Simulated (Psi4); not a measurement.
Run report: GeSe, energy and gradient calculation

GeSe (Germanium monoselenide), computed with BHLYP/aug-cc-pVTZ, RKS (Psi4 1.11).

A bond length was changed on purpose from its optimised value.

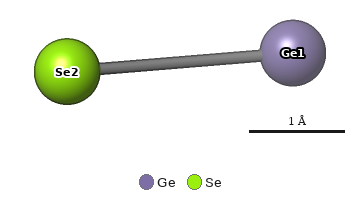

The structure (ball-and-stick view, seen at a tilt; atoms are numbered from 1 in the order of the input). Sticks mark near contacts. Bond lengths as drawn: Ge–Se 2.45 Å.

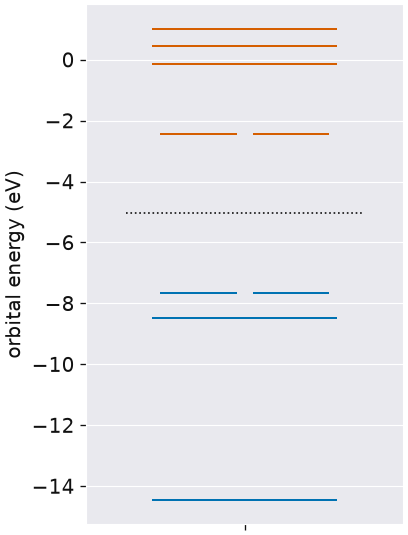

Orbital energies near the frontier; the dotted line parts filled from empty levels, and levels within 0.02 eV of each other stand side by side. Highest filled −7.64 eV, lowest empty −2.43 eV, 5.21 eV apart.

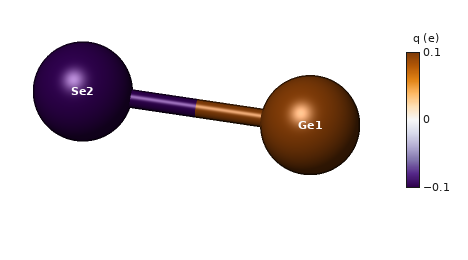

Löwdin charges, as the colour of each atom (ball-and-stick view, seen at an oblique angle; atoms are numbered from 1 in the order of the input). By element: Ge +0.10 and Se −0.10 e.

The input and output of the run follow.

Input file (gese.py):
```python
import psi4

psi4.set_memory('1600 MB')
psi4.set_num_threads(1)
psi4.core.set_output_file('output.dat', False)

molecule = psi4.geometry("""
Ge     0.00000000     0.00000000    -0.60503550
Se     0.00000000     0.00000000     4.03386419
units au
symmetry c1
no_reorient
no_com
""")

options = {'basis': 'aug-cc-pVTZ', 'puream': True, 'e_convergence': 1e-09, 'd_convergence': 1e-08, 'scf_type': 'pk', 'dft_radial_points': 99, 'dft_spherical_points': 590}
psi4.set_options(options)

energy_value, wavefunction = psi4.gradient("bhhlyp", return_wfn=True)
psi4.oeprop(wavefunction, "LOWDIN_CHARGES", "MULLIKEN_CHARGES", "QUADRUPOLE")
print('gradient / Eh bohr^-1')
print(energy_value.np.round(6))
print(f'energy = {wavefunction.energy():.10f} Eh')
```

Launch command:
```bash
python gese.py
```

The program's output:
```
gradient() will perform analytic gradient computation.

   => Loading Basis Set <=

    Name: AUG-CC-PVTZ
    Role: ORBITAL
    Keyword: BASIS

         ---------------------------------------------------------
                                   SCF
                              RKS Reference
                        1 Threads,   1525 MiB Core
         ---------------------------------------------------------

  ==> Geometry <==

    Molecular point group: c1
    Full point group: C_inf_v

    Geometry (in Bohr), charge = 0, multiplicity = 1:

       Center              X                  Y                   Z               Mass
    ------------   -----------------  -----------------  -----------------  -----------------
         GE           0.000000000000     0.000000000000    -0.605035500000    73.921177761000
         SE           0.000000000000     0.000000000000     4.033864190000    79.916521800000

  Running in c1 symmetry.

  Rotational constants: A = ************  B =      0.04535  C =      0.04535 [cm^-1]
  Rotational constants: A = ************  B =   1359.53790  C =   1359.53790 [MHz]
  Nuclear repulsion =  234.538376060466192

  Charge       = 0
  Multiplicity = 1
  Electrons    = 66
  Nalpha       = 33
  Nbeta        = 33

  ==> Algorithm <==

  SCF Algorithm Type is PK.
  DIIS enabled.
  MOM disabled.
  Fractional occupation disabled.
  Guess Type is SAD.
  Energy threshold   = 1.00e-09
  Density threshold  = 1.00e-08
  Integral threshold = 1.00e-12

  ==> Primary Basis <==

  Basis Set: AUG-CC-PVTZ
    Blend: AUG-CC-PVTZ
    Number of shells: 38
    Number of basis functions: 118
    Number of Cartesian functions: 138
    Spherical Harmonics?: true
    Max angular momentum: 3

  ==> DFT Potential <==

   => LibXC <=

    Version 7.1.2

   => Composite Functional: BHANDHLYP <=

    BHandHLYP Hyb-GGA Exchange-Correlation Functional

    Defined through Gaussian implementation.

    Deriv               =              1
    GGA                 =           TRUE
    Meta                =          FALSE

    Exchange Hybrid     =           TRUE
    MP2 Hybrid          =          FALSE

   => Exchange Functionals <=

    0.5000         Becke 88

   => Exact (HF) Exchange <=

    0.5000               HF

   => Correlation Functionals <=

    1.0000   Lee, Yang & Parr

   => LibXC Density Thresholds  <==

    XC_HYB_GGA_XC_BHANDHLYP:  1.00E-15

   => Molecular Quadrature <=

    Radial Scheme          =       TREUTLER
    Pruning Scheme         =           NONE
    Nuclear Scheme         =       TREUTLER

    Blocking Scheme        =         OCTREE
    BS radius alpha        =              1
    Pruning alpha          =              1
    Radial Points          =             99
    Spherical Points       =            590
    Total Points           =         113861
    Total Blocks           =           1012
    Max Points             =            256
    Max Functions          =            118
    Weights Tolerance      =       1.00E-15

  ==> Integral Setup <==

  Using in-core PK algorithm.
   Calculation information:
      Number of atoms:                   2
      Number of AO shells:              38
      Number of primitives:            246
      Number of atomic orbitals:       138
      Number of basis functions:       118

      Integral cutoff                 1.00e-12
      Number of threads:                 1

  Performing in-core PK
  Using 49301462 doubles for integral storage.
  We computed 274697 shell quartets total.
  Whereas there are 274911 unique shell quartets.

  ==> DiskJK: Disk-Based J/K Matrices <==

    J tasked:                  Yes
    K tasked:                  Yes
    wK tasked:                  No
    Memory [MiB]:             1029
    Schwarz Cutoff:          1E-12

  Cached 25.0% of DFT collocation blocks in 0.087 [GiB].

  Minimum eigenvalue in the overlap matrix is 3.8410487408E-04.
  Reciprocal condition number of the overlap matrix is 7.9664798079E-05.
    Using symmetric orthogonalization.

  ==> Pre-Iterations <==

  SCF Guess: Superposition of Atomic Densities via on-the-fly atomic UHF (no occupation information).

   -------------------------
    Irrep   Nso     Nmo
   -------------------------
     A        118     118
   -------------------------
    Total     118     118
   -------------------------

  ==> Iterations <==

                        Total Energy        Delta E     RMS |[F,P]|

   @RKS iter SAD: -4471.82155921102458   -4.47182e+03   0.00000e+00
   @RKS iter   1: -4477.34107825761748   -5.51952e+00   2.02624e-02 ADIIS/DIIS
   @RKS iter   2: -4477.55459458891892   -2.13516e-01   1.92190e-02 ADIIS/DIIS
   @RKS iter   3: -4478.52813288142170   -9.73538e-01   2.50105e-03 ADIIS/DIIS
   @RKS iter   4: -4478.50925732807718    1.88756e-02   3.25070e-03 ADIIS/DIIS
   @RKS iter   5: -4478.61323658201218   -1.03979e-01   3.68378e-04 ADIIS/DIIS
   @RKS iter   6: -4478.61504003117443   -1.80345e-03   3.47291e-05 DIIS
   @RKS iter   7: -4478.61505576599484   -1.57348e-05   1.53013e-05 DIIS
   @RKS iter   8: -4478.61505882360052   -3.05761e-06   8.18513e-06 DIIS
   @RKS iter   9: -4478.61505973303247   -9.09432e-07   2.08797e-06 DIIS
   @RKS iter  10: -4478.61505981487790   -8.18454e-08   4.20499e-07 DIIS
   @RKS iter  11: -4478.61505981731989   -2.44199e-09   4.71820e-08 DIIS
   @RKS iter  12: -4478.61505981735718   -3.72893e-11   6.21388e-09 DIIS
  Energy and wave function converged.

  ==> Post-Iterations <==

   Electrons on quadrature grid:
      Ntotal   =   65.9999995997 ; deviation = -4.003e-07

    Orbital Energies [Eh]
    ---------------------

    Doubly Occupied:

       1A   -456.536070     2A   -401.301177     3A    -59.037650
       4A    -52.917822     5A    -52.917437     6A    -52.917437
       7A    -50.752932     8A    -45.108834     9A    -45.108834
      10A    -45.106839    11A     -8.214949    12A     -6.654032
      13A     -6.075973    14A     -6.074632    15A     -6.074632
      16A     -4.750554    17A     -4.750554    18A     -4.742996
      19A     -2.291734    20A     -2.291003    21A     -2.291003
      22A     -2.289656    23A     -2.289655    24A     -1.442694
      25A     -1.442694    26A     -1.435728    27A     -1.435728
      28A     -1.434068    29A     -0.727380    30A     -0.530968
      31A     -0.311165    32A     -0.280939    33A     -0.280939

    Virtual:

      34A     -0.089436    35A     -0.089436    36A     -0.005717
      37A      0.016400    38A      0.037352    39A      0.037352
      40A      0.050617    41A      0.064669    42A      0.081098
      43A      0.081098    44A      0.093049    45A      0.093049
      46A      0.130929    47A      0.130929    48A      0.132015
      49A      0.165684    50A      0.205871    51A      0.205871
      52A      0.231549    53A      0.257666    54A      0.257666
      55A      0.281782    56A      0.281782    57A      0.291842
      58A      0.365839    59A      0.365839    60A      0.386560
      61A      0.392675    62A      0.392675    63A      0.418421
      64A      0.418421    65A      0.440842    66A      0.440842
      67A      0.447437    68A      0.465731    69A      0.465731
      70A      0.475771    71A      0.540588    72A      0.540588
      73A      0.599038    74A      0.599038    75A      0.612180
      76A      0.668387    77A      0.668387    78A      0.712324
      79A      0.712324    80A      0.717798    81A      0.782461
      82A      0.782461    83A      0.877813    84A      0.938271
      85A      0.938271    86A      1.072520    87A      1.275107
      88A      1.275107    89A      1.277240    90A      1.277240
      91A      1.299757    92A      1.299757    93A      1.317695
      94A      1.337736    95A      1.337736    96A      1.352430
      97A      1.352430    98A      1.404438    99A      1.594959
     100A      1.594959   101A      1.754933   102A      1.754933
     103A      1.761861   104A      1.761861   105A      1.788033
     106A      1.803230   107A      1.803230   108A      1.838461
     109A      1.838461   110A      1.888697   111A      1.911487
     112A      1.911487   113A      1.979381   114A      1.979381
     115A      2.024533   116A      2.104246   117A      2.960857
     118A      3.593679

    Final Occupation by Irrep:
              A
    DOCC [    33 ]
    NA   [    33 ]
    NB   [    33 ]

  @RKS Final Energy: -4478.61505981735718

   => Energetics <=

    Nuclear Repulsion Energy =            234.5383760604661916
    One-Electron Energy =               -6706.8444417369064467
    Two-Electron Energy =                2078.4149654220341290
    DFT Exchange-Correlation Energy =     -84.7239595629513502
    Empirical Dispersion Energy =           0.0000000000000000
    VV10 Nonlocal Energy =                  0.0000000000000000
    Total Energy =                      -4478.6150598173580875

Computation Completed

Properties will be evaluated at   0.000000,   0.000000,   0.000000 [a0]

Properties computed using the SCF density matrix

 Multipole Moments:

 ------------------------------------------------------------------------------------
     Multipole            Electronic (a.u.)      Nuclear  (a.u.)        Total (a.u.)
 ------------------------------------------------------------------------------------

 L = 1.  Multiply by 2.5417464519 to convert [e a0] to [Debye]
 Dipole X            :          0.0000000            0.0000000            0.0000000
 Dipole Y            :          0.0000000            0.0000000            0.0000000
 Dipole Z            :       -119.2261374          117.7902465           -1.4358910
 Magnitude           :                                                    1.4358910

 ------------------------------------------------------------------------------------

	total time  =         77 seconds =       1.28 minutes

         ------------------------------------------------------------
                                   SCF GRAD
         ------------------------------------------------------------

  ==> Geometry <==

    Molecular point group: c1
    Full point group: C_inf_v

    Geometry (in Bohr), charge = 0, multiplicity = 1:

       Center              X                  Y                   Z               Mass
    ------------   -----------------  -----------------  -----------------  -----------------
         GE           0.000000000000     0.000000000000    -0.605035500000    73.921177761000
         SE           0.000000000000     0.000000000000     4.033864190000    79.916521800000

  Nuclear repulsion =  234.538376060466192

  ==> Basis Set <==

  Basis Set: AUG-CC-PVTZ
    Blend: AUG-CC-PVTZ
    Number of shells: 38
    Number of basis functions: 118
    Number of Cartesian functions: 138
    Spherical Harmonics?: true
    Max angular momentum: 3

  ==> DirectJKGrad: Integral-Direct SCF Gradients <==

    Gradient:                    1
    J tasked:                  Yes
    K tasked:                  Yes
    wK tasked:                  No
    Integrals threads:           1
    Schwarz Cutoff:          1E-12

  ==> DFT Potential <==

   => LibXC <=

    Version 7.1.2

   => Composite Functional: BHANDHLYP <=

    BHandHLYP Hyb-GGA Exchange-Correlation Functional

    Defined through Gaussian implementation.

    Deriv               =              1
    GGA                 =           TRUE
    Meta                =          FALSE

    Exchange Hybrid     =           TRUE
    MP2 Hybrid          =          FALSE

   => Exchange Functionals <=

    0.5000         Becke 88

   => Exact (HF) Exchange <=

    0.5000               HF

   => Correlation Functionals <=

    1.0000   Lee, Yang & Parr

   => LibXC Density Thresholds  <==

    XC_HYB_GGA_XC_BHANDHLYP:  1.00E-15

   => Molecular Quadrature <=

    Radial Scheme          =       TREUTLER
    Pruning Scheme         =           NONE
    Nuclear Scheme         =       TREUTLER

    Blocking Scheme        =         OCTREE
    BS radius alpha        =              1
    Pruning alpha          =              1
    Radial Points          =             99
    Spherical Points       =            590
    Total Points           =         113861
    Total Blocks           =           1012
    Max Points             =            256
    Max Functions          =            118
    Weights Tolerance      =       1.00E-15

  -Total Gradient:
     Atom            X                  Y                   Z
    ------   -----------------  -----------------  -----------------
       1        0.000000000001     0.000000000001    -0.084899640293
       2        0.000000000000    -0.000000000000     0.084899339815

	total time  =        303 seconds =       5.05 minutes

Properties will be evaluated at   0.000000,   0.000000,   0.000000 [a0]
OEProp: No title given, name of density matrix used for the following properties is 'SCF density'

 Multipole Moments:

 ------------------------------------------------------------------------------------
     Multipole            Electronic (a.u.)      Nuclear  (a.u.)        Total (a.u.)
 ------------------------------------------------------------------------------------

 L = 1.  Multiply by 2.5417464519 to convert [e a0] to [Debye]
 Dipole X            :          0.0000000            0.0000000            0.0000000
 Dipole Y            :          0.0000000            0.0000000            0.0000000
 Dipole Z            :       -119.2261374          117.7902465           -1.4358910
 Magnitude           :                                                    1.4358910

 L = 2.  Multiply by 1.3450342976 to convert [e a0^2] to [Debye ang]
 Quadrupole XX       :        -26.8832743            0.0000000          -26.8832743
 Quadrupole XY       :         -0.0000000            0.0000000           -0.0000000
 Quadrupole XZ       :         -0.0000000            0.0000000           -0.0000000
 Quadrupole YY       :        -26.8832743            0.0000000          -26.8832743
 Quadrupole YZ       :         -0.0000000            0.0000000           -0.0000000
 Quadrupole ZZ       :       -595.3166152          564.9642249          -30.3523902
 Traceless XX        :        189.4777803         -188.3214083            1.1563720
 Traceless YY        :        189.4777803         -188.3214083            1.1563720
 Traceless ZZ        :       -378.9555606          376.6428166           -2.3127439

 ------------------------------------------------------------------------------------
  Mulliken Charges: (a.u.)
   Center  Symbol    Alpha    Beta     Spin     Total
       1    GE    15.81090 15.81090  0.00000  0.37820
       2    SE    17.18910 17.18910  0.00000 -0.37820

   Total alpha = 33.00000, Total beta = 33.00000, Total charge =  0.00000

  Lowdin Charges: (a.u.)
   Center  Symbol    Alpha    Beta     Spin     Total
       1    GE    15.95051 15.95051  0.00000  0.09898
       2    SE    17.04949 17.04949  0.00000 -0.09898

  Total alpha = 33.00000, Total beta = 33.00000, Total charge =  0.00000
```

Standard output:
```
gradient / Eh bohr^-1
[[ 0.        0.       -0.0849  ]
 [ 0.       -0.        0.084899]]
energy = -4478.6150598174 Eh
```

Results in brief:

| quantity | value |
| --- | --- |
| outcome | converged |
| total energy | −4478.615060 hartree |
| basis functions | 118 |
| largest force | 4.366 eV/Å |
| HOMO | −7.64 eV |
| LUMO | −2.43 eV |
| dipole moment | 3.65 D |
| hardware | 1 thread of AMD EPYC (Zen 3), 32 GiB of memory available, shared host |
| wall time | 6.3 min |
| peak memory | 1.5 GiB |
